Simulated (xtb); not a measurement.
**AlPH6O3: energy and gradient calculation**

The run: energy and gradient calculation of AlPH6O3, SMILES [OH][Al-]([OH])([OH])[PH3+]. Method and program: GFN2-xTB (xtb 6.7.1).

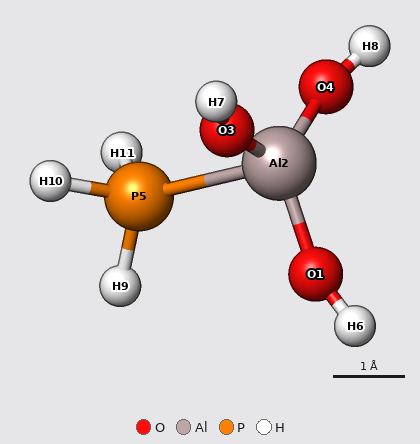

The structure as given in the input (ball-and-stick view, seen at a tilt; atoms are numbered from 1 in the order of the input). Sticks mark near contacts. Bond lengths as drawn: Al–O 1.41 to 1.66 Å, Al–P 2.45 Å, H–O 0.94 Å and H–P 1.38 Å.

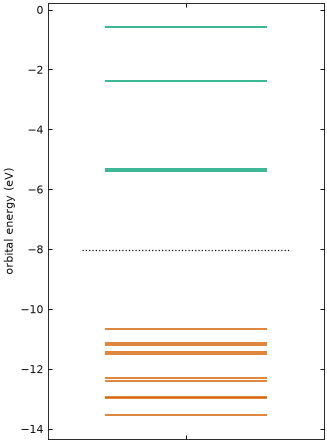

Orbital energies near the frontier; the dotted line parts filled from empty levels, and levels within 0.02 eV of each other stand side by side. Highest filled −10.66 eV, lowest empty −5.38 eV, 5.28 eV apart.

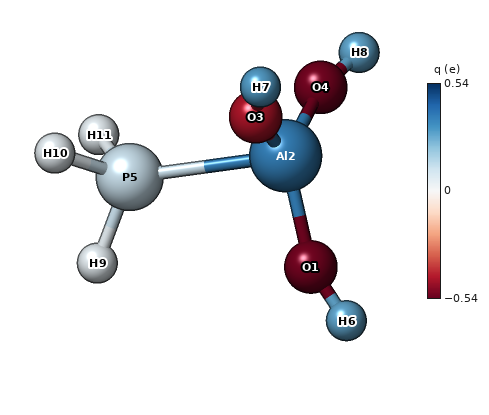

Mulliken charges, as the colour of each atom (ball-and-stick view, seen at a tilt; atoms are numbered from 1 in the order of the input). By element: O −0.52 to −0.44, Al +0.36, P +0.12 and H +0.04 to +0.30 e.

The input and output of the run follow.

The input (geo.gen):
```
11 C
 O Al P H
   1  1     -1.02523400      0.75348100      1.36170200
   2  2     -0.03598400     -0.47360900      0.82914200
   3  1      1.27139000     -0.57468000      1.35985000
   4  1     -0.68571400     -1.76826900      0.01596200
   5  3      0.70074600      0.74220100     -1.16413800
   6  4     -1.64964400      1.20148100      1.90714200
   7  4      1.95556000     -0.85646000      1.94299000
   8  4     -1.16225400     -2.56093900     -0.16263800
   9  4      0.21473600      2.00317100     -1.45133800
  10  4      2.03114600      1.07287100     -1.33359800
  11  4      0.52754600      0.24310100     -2.44142800
```

Run as:
```bash
xtb geo.gen --gfn 2 --grad -c 0 --json | tee out.txt
```

What the program printed:
```
* xtb version 6.7.1
   ID    Z sym.   atoms
    1    8 O      1, 3, 4
    2   13 Al     2
    3   15 P      5
    4    1 H      6-11

           -------------------------------------------------
          |                Calculation Setup                |
           -------------------------------------------------

          program call               : xtb geo.gen --gfn 2 --grad -c 0 --json
          coordinate file            : geo.gen
          omp threads                :                     1

           -------------------------------------------------
          |                 G F N 2 - x T B                 |
           -------------------------------------------------

      * Hamiltonian:
        H0-scaling (s, p, d)           1.850000    2.230000    2.230000
        zeta-weighting                 0.500000
      * Dispersion:
        s8                             2.700000
        a1                             0.520000
        a2                             5.000000
        s9                             5.000000
      * Repulsion:
        kExp                           1.500000    1.000000
        rExp                           1.000000
      * Coulomb:
        alpha                          2.000000
        third order                    shell-resolved
        anisotropic                    true
        a3                             3.000000
        a5                             4.000000
        cn-shift                       1.200000
        cn-exp                         4.000000
        max-rad                        5.000000

          ...................................................
          :                      SETUP                      :
          :.................................................:
          :  # basis functions                  38          :
          :  # atomic orbitals                  36          :
          :  # shells                           18          :
          :  # electrons                        32          :
          :  max. iterations                   250          :
          :  Hamiltonian                  GFN2-xTB          :
          :  restarted?                      false          :
          :  GBSA solvation                  false          :
          :  PC potential                    false          :
          :  electronic temp.          300.0000000     K    :
          :  accuracy                    1.0000000          :
          :  -> integral cutoff          0.2500000E+02      :
          :  -> integral neglect         0.1000000E-07      :
          :  -> SCF convergence          0.1000000E-05 Eh   :
          :  -> wf. convergence          0.1000000E-03 e    :
          :  Broyden damping             0.4000000          :
          :  net charge                          0          :
          :  unpaired electrons                  0          :
          ...................................................

 iter      E             dE          RMSdq      gap      omega  full diag
   1    -19.1336870 -0.191337E+02  0.840E+00    6.02       0.0  T
   2    -19.1714402 -0.377532E-01  0.555E+00    5.73       1.0  T
   3    -19.1825908 -0.111506E-01  0.200E+00    5.36       1.0  T
   4    -19.1861842 -0.359342E-02  0.812E-01    5.18       1.0  T
   5    -19.1864848 -0.300580E-03  0.293E-01    5.24       1.0  T
   6    -19.1867201 -0.235270E-03  0.127E-01    5.26       1.0  T
   7    -19.1867242 -0.409519E-05  0.559E-02    5.27       1.0  T
   8    -19.1867254 -0.124897E-05  0.964E-03    5.28       3.1  T
   9    -19.1867255 -0.213587E-07  0.349E-03    5.28       8.6  T
  10    -19.1867255 -0.171955E-08  0.903E-04    5.28      33.4  T
  11    -19.1867255 -0.136819E-09  0.279E-04    5.28     108.2  T

   *** convergence criteria satisfied after 11 iterations ***

         #    Occupation            Energy/Eh            Energy/eV
      -------------------------------------------------------------
         1        2.0000           -0.6677354             -18.1700
       ...           ...                  ...                  ...
        10        2.0000           -0.4554025             -12.3921
        11        2.0000           -0.4525498             -12.3145
        12        2.0000           -0.4223202             -11.4919
        13        2.0000           -0.4206221             -11.4457
        14        2.0000           -0.4115868             -11.1998
        15        2.0000           -0.4097752             -11.1506
        16        2.0000           -0.3917902             -10.6612 (HOMO)
        17                         -0.1977337              -5.3806 (LUMO)
        18                         -0.1958027              -5.3281
        19                         -0.0876136              -2.3841
        20                         -0.0216259              -0.5885
        21                         -0.0189495              -0.5156
       ...                                ...                  ...
        36                          1.6177052              44.0200
      -------------------------------------------------------------
                  HL-Gap            0.1940565 Eh            5.2805 eV
             Fermi-level           -0.2947620 Eh           -8.0209 eV

 SCC (total)                   0 d,  0 h,  0 min,  0.005 sec
 SCC setup                      ...        0 min,  0.000 sec (  1.183%)
 Dispersion                     ...        0 min,  0.000 sec (  0.517%)
 classical contributions        ...        0 min,  0.000 sec (  0.202%)
 integral evaluation            ...        0 min,  0.001 sec ( 19.092%)
 iterations                     ...        0 min,  0.002 sec ( 46.540%)
 molecular gradient             ...        0 min,  0.002 sec ( 31.051%)
 printout                       ...        0 min,  0.000 sec (  1.267%)

         :::::::::::::::::::::::::::::::::::::::::::::::::::::
         ::                     SUMMARY                     ::
         :::::::::::::::::::::::::::::::::::::::::::::::::::::
         :: total energy             -18.968835248958 Eh    ::
         :: gradient norm              0.433370281376 Eh/a0 ::
         :: HOMO-LUMO gap              5.280545451103 eV    ::
         ::.................................................::
         :: SCC energy               -19.186708520840 Eh    ::
         :: -> isotropic ES            0.141958488911 Eh    ::
         :: -> anisotropic ES          0.005755401735 Eh    ::
         :: -> anisotropic XC          0.000148927610 Eh    ::
         :: -> dispersion             -0.006076839199 Eh    ::
         :: repulsion energy           0.217873271882 Eh    ::
         :: add. restraining           0.000000000000 Eh    ::
         :: total charge               0.000000000000 e     ::
         :::::::::::::::::::::::::::::::::::::::::::::::::::::

           -------------------------------------------------
          |                Property Printout                |
           -------------------------------------------------

    * Orbital Energies and Occupations

         #    Occupation            Energy/Eh            Energy/eV
      -------------------------------------------------------------
         1        2.0000           -0.6677354             -18.1700
       ...           ...                  ...                  ...
         4        2.0000           -0.6208159             -16.8933
         5        2.0000           -0.5632443             -15.3267
         6        2.0000           -0.5099857             -13.8774
         7        2.0000           -0.4980457             -13.5525
         8        2.0000           -0.4771408             -12.9837
         9        2.0000           -0.4753558             -12.9351
        10        2.0000           -0.4554025             -12.3921
        11        2.0000           -0.4525498             -12.3145
        12        2.0000           -0.4223202             -11.4919
        13        2.0000           -0.4206221             -11.4457
        14        2.0000           -0.4115868             -11.1998
        15        2.0000           -0.4097752             -11.1506
        16        2.0000           -0.3917902             -10.6612 (HOMO)
        17                         -0.1977337              -5.3806 (LUMO)
        18                         -0.1958027              -5.3281
        19                         -0.0876136              -2.3841
        20                         -0.0216259              -0.5885
        21                         -0.0189495              -0.5156
        22                          0.0012365               0.0336
        23                          0.0982444               2.6734
        24                          0.1494775               4.0675
        25                          0.1594765               4.3396
        26                          0.2067159               5.6250
        27                          0.2296647               6.2495
       ...                                ...                  ...
        36                          1.6177052              44.0200
      -------------------------------------------------------------
                  HL-Gap            0.1940565 Eh            5.2805 eV
             Fermi-level           -0.2947620 Eh           -8.0209 eV

     #   Z          covCN         q      C6AA      α(0)
     1   8 O        1.542    -0.516    23.327     6.516
     2  13 Al       3.093     0.365    93.454    19.700
     3   8 O        1.545    -0.437    21.655     6.278
     4   8 O        1.542    -0.516    23.323     6.515
     5  15 P        3.805     0.115   155.205    22.379
     6   1 H        0.807     0.281     0.780     1.387
     7   1 H        0.823     0.298     0.724     1.335
     8   1 H        0.807     0.281     0.780     1.387
     9   1 H        0.977     0.044     2.389     2.415
    10   1 H        0.977     0.042     2.410     2.426
    11   1 H        0.977     0.042     2.411     2.426

 Mol. C6AA /au·bohr⁶  :       1853.563301
 Mol. C8AA /au·bohr⁸  :      74463.108011
 Mol. α(0) /au        :         72.763921

Wiberg/Mayer (AO) data.
largest (>0.10) Wiberg bond orders for each atom

 ---------------------------------------------------------------------------
     #   Z sym  total        # sym  WBO       # sym  WBO       # sym  WBO
 ---------------------------------------------------------------------------
     1   8 O    2.191 --     2 Al   1.188     6 H    0.888
     2  13 Al   4.230 --     3 O    1.345     4 O    1.194     1 O    1.188
                             5 P    0.356
     3   8 O    2.344 --     2 Al   1.345     7 H    0.882
     4   8 O    2.192 --     2 Al   1.194     8 H    0.888
     5  15 P    3.337 --     9 H    0.949    11 H    0.948    10 H    0.947
                             2 Al   0.356
     6   1 H    0.921 --     1 O    0.888
     7   1 H    0.911 --     3 O    0.882
     8   1 H    0.921 --     4 O    0.888
     9   1 H    0.998 --     5 P    0.949
    10   1 H    0.998 --     5 P    0.947
    11   1 H    0.998 --     5 P    0.948
 ---------------------------------------------------------------------------

Topologies differ in total number of bonds
Writing topology from bond orders to xtbtopo.mol

molecular dipole:
                 x           y           z       tot (Debye)
 q only:        0.577       0.366      -0.551
   full:        0.505       0.298      -0.445       1.871
molecular quadrupole (traceless):
                xx          xy          yy          xz          yz          zz
 q only:        0.125       0.299      -1.205      -0.085      -1.955       1.080
  q+dip:        0.324       0.068      -0.738       0.164      -1.032       0.414
   full:        0.096       0.283      -1.307      -0.070      -2.152       1.211

           -------------------------------------------------
          | TOTAL ENERGY              -18.968835248958 Eh   |
          | GRADIENT NORM               0.433370281376 Eh/α |
          | HOMO-LUMO GAP               5.280545451103 eV   |
           -------------------------------------------------

------------------------------------------------------------------------
------------------------------------------------------------------------
 total:
 *  cpu-time:     0 d,  0 h,  0 min,  0.011 sec
 * ratio c/w:     1.000 speedup
 SCF:
 *  cpu-time:     0 d,  0 h,  0 min,  0.005 sec
 * ratio c/w:     1.000 speedup
```

Standard error:
```
normal termination of xtb
```

Key numbers:

| quantity | value |
| --- | --- |
| outcome | converged |
| electrons treated | 32 |
| total energy | −18.968835 hartree |
| dispersion energy | −0.006077 hartree |
| basis functions | 38 |
| largest force | 15.946 eV/Å |
| HOMO | −10.66 eV |
| LUMO | −5.38 eV |
| dipole moment | 1.87 D |
| hardware | 1 thread of Intel Xeon (Granite Rapids), 16 GiB of memory available, shared host |
| peak memory | 0.073 GiB |
